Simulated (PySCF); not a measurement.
# TcF₃: triplet, from a PBE minimum start

Aim: relax TcF₃ as a triplet from a PBE minimum start, check by its vibrations whether the end is a minimum, and collect its spectrum and constants.

Computed with PySCF 2.14.0. Level: PBE, basis Tc def2-SVP with ECP28, F def2-SVP, scalar-relativistic core potentials, no spin–orbit coupling, density fitting.

### Step 1. Where the work starts

4 atoms, charge 0, spin multiplicity 3.

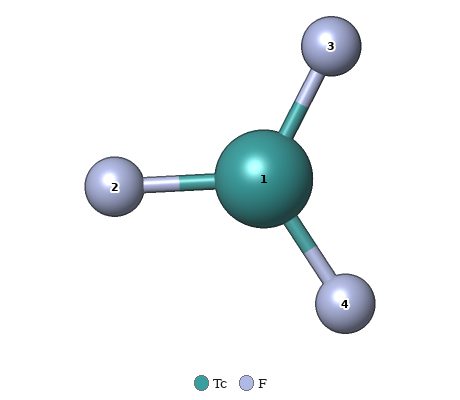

Start geometry, drawn with technetium teal, fluorine light blue; atoms are numbered from 1 in the order of the file.

Z-matrix (Å, degrees; charge 0 multiplicity 3):
```
Tc
F  1 1.8176
F  1 1.8176 2 120.00
F  1 1.8176 2 120.00 3 180.00
```

### Step 2. The SCF at the typed geometry

One driver script runs all steps and calls PySCF; scf.py shows how it sets up the SCF of each step. The optimiser is the driver's own. After this first run the driver tries any further starts and a stability analysis.

Contents of scf.py:

```python
from pyscf import gto, scf, dft
mol = gto.M(atom='''
Tc     0.000000    -0.000000    -0.000000
F     -0.006390     0.003234     1.817610
F      1.577293     0.000202    -0.903274
F     -1.570902    -0.003436    -0.914336''',
    basis={'Tc': 'def2-SVP', 'F': 'def2-SVP'},
    ecp={'Tc': 'def2-SVP'},
    charge=0, spin=2)
mf = dft.UKS(mol, xc='PBE')
mf.grids.atom_grid = (50, 194)
aux = {'Tc': 'def2-universal-JKFIT', 'F': 'def2-universal-JKFIT'}
mf = mf.density_fit(auxbasis=aux)
mf.conv_tol = 1e-08
mf.diis_space = 10
mf.max_cycle = 60
mf.init_guess = 'minao'
mf.verbose = 4
mf.kernel()
```

Run with:

```
$ OMP_NUM_THREADS=2 python axn.py task.json out
```

The program printed:

```text
init E= -371.648023470033
[... the frontier-level lines of each cycle are left out ...]
cycle= 1 E= -379.691377130706  delta_E= -8.04  |g|= 0.752  |ddm|= 2.26
cycle= 2 E= -376.664372333822  delta_E= 3.03  |g|= 2.93  |ddm|= 2.02
cycle= 3 E= -379.819901604612  delta_E= -3.16  |g|= 0.36  |ddm|= 1.88
cycle= 4 E= -379.883447117207  delta_E= -0.0635  |g|= 0.148  |ddm|= 0.633
cycle= 5 E= -379.894435526405  delta_E= -0.011  |g|= 0.0158  |ddm|= 0.135
cycle= 6 E= -379.894543253164  delta_E= -0.000108  |g|= 0.002  |ddm|= 0.0131
cycle= 7 E= -379.894539659094  delta_E= 3.59e-06  |g|= 0.00372  |ddm|= 0.00426
cycle= 8 E= -379.894544982435  delta_E= -5.32e-06  |g|= 0.000251  |ddm|= 0.00288
cycle= 9 E= -379.894545018465  delta_E= -3.6e-08  |g|= 4.69e-05  |ddm|= 0.000304
cycle= 10 E= -379.894545020231  delta_E= -1.77e-09  |g|= 1.36e-05  |ddm|= 9.17e-05
Extra cycle  E= -379.894545019438  delta_E= 7.93e-10  |g|= 4.72e-05  |ddm|= 4.51e-05
converged SCF energy = -379.894545019438  <S^2> = 2.0059026  2S+1 = 3.0039325
```

This step, with its further starts and checks, took 16 s on 2 threads of Intel Xeon Platinum 8259CL at 2.50GHz (Skylake/Cascade Lake), shared host.

Energies from each starting density:

```csv
start,energy (Eh)
the minimal-basis guess,-379.894545
a thermally smeared density,-379.894545
a smeared PBE density,-379.894545
```

The test of internal stability and the other starts found no lower solution of this spin.

### Step 3. Relaxation: PBE minimum start, triplet

The program finds D3h symmetry in the start, which this walk keeps.

scf.py: that of step 2 with these lines changed.

```diff
@@ -3 +3 @@
-Tc     0.000000    -0.000000    -0.000000
+Tc    -0.000000     0.000000     0.000000
@@ -6 +6 @@
-F     -1.570902    -0.003436    -0.914336''',
+F     -1.570903    -0.003436    -0.914336''',
@@ -17 +16,0 @@
-mf.init_guess = 'minao'
```

Energy and gradient, step by step:

```csv
step,energy (Eh),change (kJ/mol),largest symmetric gradient (Eh/bohr)
0,-379.894545,0.00,0.00024
```

The walk took 2.3 s.

Geometry (Å) and forces (eV/Å) at some steps:

```
step 0
Tc   0.000   0.000   0.000  -0.002   0.001  -0.028
F   -0.006   0.003   1.818   0.001  -0.001  -0.004
F    1.577   0.000  -0.903  -0.009   0.000   0.016
F   -1.571  -0.003  -0.914   0.010   0.000   0.016
```

End point (D3h, 0 steps, 0.0 kJ/mol gained): Tc–F 1.818 Å (×3); F–Tc–F 120.0° (×3).

### Step 4. Frequencies

The point is checked on the finer grid, and tightened if its gradient asks for it. The Hessian and the dipole derivatives come from central differences of analytic gradients, with steps of 0.02 bohr.

scf.py: that of step 3 with these lines changed.

```diff
@@ -3 +3 @@
-Tc    -0.000000     0.000000     0.000000
+Tc     0.000000    -0.000000    -0.000000
@@ -11 +11 @@
-mf.grids.atom_grid = (50, 194)
+mf.grids.atom_grid = (75, 302)
@@ -14 +14 @@
-mf.conv_tol = 1e-08
+mf.conv_tol = 1e-10
```

The driver hands on the density of the step before, so the log starts near convergence.

SCF at the final geometry:

```text
init E= -379.894403689939
[... the frontier-level lines of each cycle are left out ...]
cycle= 1 E= -379.894403689939  delta_E= -2.27e-13  |g|= 2.6e-06  |ddm|= 5.98e-06
Extra cycle  E= -379.894403689908  delta_E= 3.05e-11  |g|= 9.14e-06  |ddm|= 8.52e-06
converged SCF energy = -379.894403689908  <S^2> = 2.0059064  2S+1 = 3.003935
```

The whole step took 31 s.

Geometry: D3h; Tc–F 1.818 Å (×3); F–Tc–F 120.0° (×3).

Modes, for the most abundant isotopes:

```json
{"symmetry": "a2''", "ω (cm⁻¹)": "143", "IR (km/mol)": "2.3", "μ (u)": "26.96", "type": "bend"}
{"symmetry": "e'", "ω (cm⁻¹)": "154", "IR (km/mol)": "12.6", "μ (u)": "21.32", "type": "bend"}
{"symmetry": "a1'", "ω (cm⁻¹)": "680", "IR (km/mol)": "0.0", "μ (u)": "19.00", "type": "stretch"}
{"symmetry": "e'", "ω (cm⁻¹)": "714", "IR (km/mol)": "256", "μ (u)": "23.35", "type": "stretch"}
```

No imaginary mode, so this is a minimum.

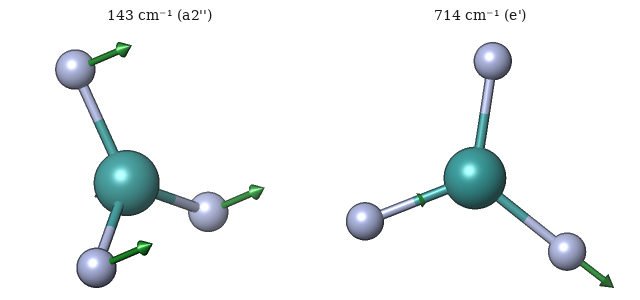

Displacements of 2 of the modes, as arrows (one member where a mode is degenerate).

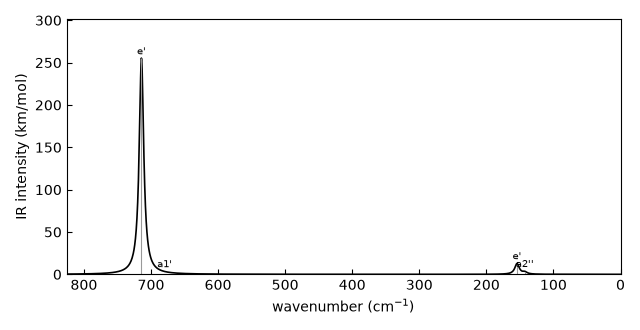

The harmonic infrared spectrum (widths in cm⁻¹). Lines are broadened to a width of 8 cm⁻¹ (Lorentzian).

Constants and moments:

| Item | Value |
| --- | --- |
| Dipole moment | 0.00 D |
| Highest occupied level | -5.04 eV |
| Lowest empty level | -4.35 eV |
| Rotational constants | 0.1791, 0.1791, 0.08953 cm⁻¹ |
| Zero-point energy | 15.3 kJ/mol |
| Principal polarisabilities | 34.7, 34.7, 36.4 bohr³ |
| Atomisation energy without zero-point energy | 1538 kJ/mol |
| Principal traceless quadrupole moments about the centre of mass | -0.42, -0.42, 0.84 D Å |
| Entropy at 298.15 K and 1 bar (electronic part: spin only) | 311.5 J/(mol K) |
| Heat capacity Cp at 298.15 K | 67.5 J/(mol K) |
| Enthalpy at 298.15 K above 0 K | 15.86 kJ/mol |
| Rotational symmetry number | 6 |
| Spin squared ⟨S²⟩ | 2.006 |

Charges (e) and bond orders:

| atom | Mulliken | Löwdin | polar tensor | spin (Mulliken) | Mayer order to Tc1 |
| --- | --- | --- | --- | --- | --- |
| Tc1 | 0.81 | 0.18 | 1.45 | 1.84 | – |
| F2,3,4 | -0.27 | -0.06 | -0.48 | 0.05 | 1.15 |

Mulliken populations on Tc1 (outside its core potential): s 2.61, p 6.30, d 5.25, f 0.04.

### Step 5. Outcome

```
                                          quantity                                      value
                                           minimum                               triplet, D3h
                                          geometry      Tc–F 1.818 Å (×3); F–Tc–F 120.0° (×3)
                                wavenumbers (cm⁻¹)  143 (a2''), 154 (e'), 680 (a1'), 714 (e')
                                     dipole moment                                     0.00 D
highest occupied, lowest empty level (either spin)                            -5.04, -4.35 eV
                        polar-tensor charge of Tc1                                    +1.45 e
                                 zero-point energy                                15.3 kJ/mol
                               entropy at 298.15 K                            311.5 J/(mol K)
         atomisation energy (no zero-point energy)                                1538 kJ/mol
                                              ⟨S²⟩                                      2.006
```

The molecule stays D3h, as typed, and the end point is a minimum. The strongest infrared band lies at 714 cm⁻¹ (e', stretch). The dipole vanishes although Tc1 carries +1.4 e by the polar tensor: the bond dipoles cancel. Most of the spin sits on Tc1 (Mulliken spin 1.84, against 2 for the whole molecule). Other starts or spin states, not run here, may lie lower. Open d and f shells are described by one determinant, and the ground state may have another occupation or spin.

The search up to here took 49 s.
